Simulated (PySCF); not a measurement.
# GaNH3ClO (SMILES [NH2][Ga]([OH])[Cl]) at 3 levels

Aim: a comparison of 3 runs (M06-2X/ccECP-cc-pVDZ, M06-2X/ccECP-aug-cc-pVDZ, M06-2X/ccECP-cc-pVTZ) of GaNH3ClO. 

Program for the calculation: PySCF 2.14.0.

**1. The system as given**

GaNH3ClO has 7 atoms, charge 0, and is taken as a singlet. SMILES: `[NH2][Ga]([OH])[Cl]`. Geometry: a GFN2-xTB relaxation, a rough one for these elements and not checked as a minimum. This is one conformer, not always the lowest.

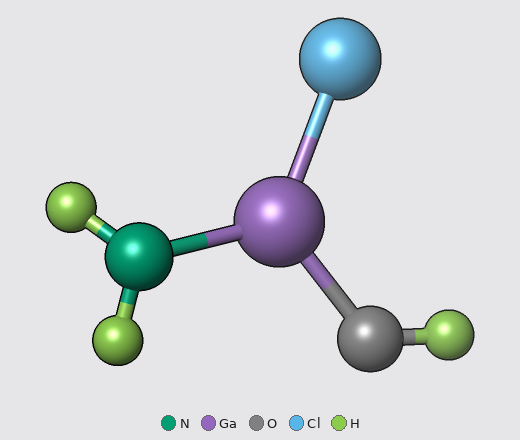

Viewed from a chosen angle; nitrogen teal, gallium purple, oxygen grey, chlorine blue, hydrogen green.

**2. The energy at M06-2X/ccECP-cc-pVDZ (core potential) (run 1)**

File job.py:

```python
from pyscf import gto, dft

mol = gto.M(
    atom='''
N     -0.910451     2.583331    -0.279245
Ga    -0.134284    -0.792740    -0.423620
O      2.543874    -1.619571     1.308295
Cl    -1.921152    -3.522544    -2.635601
H     -2.739404     3.113021    -0.503442
H     -0.154391     3.491004     1.231383
H      3.315808    -3.252502     1.302248
''',
    unit='bohr',
    max_memory=1860,
    verbose=4,
    basis='ccecp-cc-pvdz',
    ecp={'N': 'ccecp', 'Ga': 'ccecp', 'O': 'ccecp', 'Cl': 'ccecp', 'H': 'ccecp'},
)

calc0 = dft.RKS(mol, xc='m06-2x')
calc0.conv_tol = 1e-10
calc0.grids.level = 4
calc0.kernel()
if not calc0.converged:
    calc0 = calc0.newton().run(calc0.mo_coeff, calc0.mo_occ)

etot = calc0.e_tot
print('E = %.10f Eh' % etot)
```

Launch:

```bash
$ OMP_NUM_THREADS=1 python job.py
```

Standard output:

```text
PySCF version 2.14.0

[... 78 lines left out ...]
converged SCF energy = -44.8904900339303
E = -44.8904900339 Eh
```

Wall time 15 s (1 thread of Intel Xeon Platinum 8375C at 2.90GHz (Ice Lake), shared host); peak memory 0.36 GiB.

**3. A single-point energy at M06-2X/ccECP-aug-cc-pVDZ (core potential) (run 2)**

File job.py:

```python
from pyscf import gto, dft

mol = gto.Mole()
mol.atom = [
    ('N', (-0.481790, 1.367040, -0.147770)),
    ('Ga', (-0.071060, -0.419500, -0.224170)),
    ('O', (1.346160, -0.857040, 0.692320)),
    ('Cl', (-1.016630, -1.864050, -1.394700)),
    ('H', (-1.449630, 1.647340, -0.266410)),
    ('H', (-0.081700, 1.847360, 0.651620)),
    ('H', (1.754650, -1.721150, 0.689120)),
]
mol.basis = 'ccecp-aug-cc-pvdz'
mol.verbose = 3
mol.max_memory = 1860
mol.ecp = {'N': 'ccecp', 'Ga': 'ccecp', 'O': 'ccecp', 'Cl': 'ccecp', 'H': 'ccecp'}
mol.charge = 0
mol.spin = 0
mol.build()

ks = dft.RKS(mol, xc='m06-2x')
ks.conv_tol = 1e-10
ks.grids.level = 4
ks.kernel()
if not ks.converged:
    ks = ks.newton().run(ks.mo_coeff, ks.mo_occ)

e_final = ks.e_tot
print(f'total energy: {e_final:.8f} hartree')
```

Launch:

```bash
$ OMP_NUM_THREADS=1 python job.py
```

Standard output:

```text
converged SCF energy = -44.9149652114877
total energy: -44.91496521 hartree
```

It took 27 s on 1 thread of Intel Xeon Platinum 8375C at 2.90GHz (Ice Lake), shared host; peak memory 0.67 GiB.

**4. A single-point energy at M06-2X/ccECP-cc-pVTZ (core potential) (run 3)**

File calc.py:

```python
from pyscf import gto, dft

molecule = gto.Mole()
molecule.atom = '''
N     -0.481790     1.367040    -0.147770
Ga    -0.071060    -0.419500    -0.224170
O      1.346160    -0.857040     0.692320
Cl    -1.016630    -1.864050    -1.394700
H     -1.449630     1.647340    -0.266410
H     -0.081700     1.847360     0.651620
H      1.754650    -1.721150     0.689120
'''
molecule.basis = 'ccecp-cc-pvtz'
molecule.max_memory = 1860
molecule.verbose = 3
molecule.charge = 0
molecule.ecp = 'ccecp'
molecule.spin = 0
molecule.build()

mf = dft.RKS(molecule)
mf.xc = 'm06-2x'
mf.grids.level = 4
mf.conv_tol = 1e-10
mf.kernel()
if not mf.converged:
    mf = mf.newton().run(mf.mo_coeff, mf.mo_occ)

energy = mf.e_tot
print('E = %.10f Eh' % energy)
```

Launch:

```bash
$ OMP_NUM_THREADS=1 python calc.py
```

Standard output:

```text
converged SCF energy = -44.9301408719308
E = -44.9301408719 Eh
```

Run time: 45 s. Hardware: 1 thread of Intel Xeon Platinum 8375C at 2.90GHz (Ice Lake), shared host; peak memory 1.2 GiB.

**5. All runs side by side**

| run | level | energy (Eh) | dipole moment (D) | HOMO energy (eV) | LUMO energy (eV) | wall time |
| --- | --- | --- | --- | --- | --- | --- |
| 1 | M06-2X/ccECP-cc-pVDZ (core potential) | -44.890490 | 1.24 | -9.03 | 0.14 | 15 s |
| 2 | M06-2X/ccECP-aug-cc-pVDZ (core potential) | -44.914965 | 1.07 | -9.27 | -0.68 | 27 s |
| 3 | M06-2X/ccECP-cc-pVTZ (core potential) | -44.930141 | 1.09 | -9.22 | 0.13 | 45 s |

**6. Summary of results**

| quantity | value |
| --- | --- |
| run 3: total energy | -44.93014 Eh |
| run 3: dipole moment | 1.09 D |
| run 3: HOMO energy | -9.22 eV |
| run 3: LUMO energy | 0.13 eV |
| run 3: HOMO–LUMO gap | 9.35 eV |

The dipole moment (its size) runs from 1.07 D (M06-2X/ccECP-aug-cc-pVDZ) to 1.24 D (M06-2X/ccECP-cc-pVDZ). The HOMO–LUMO gap runs from 8.59 eV (M06-2X/ccECP-aug-cc-pVDZ) to 9.35 eV (M06-2X/ccECP-cc-pVTZ). All runs together took 87 s, the longest 45 s.
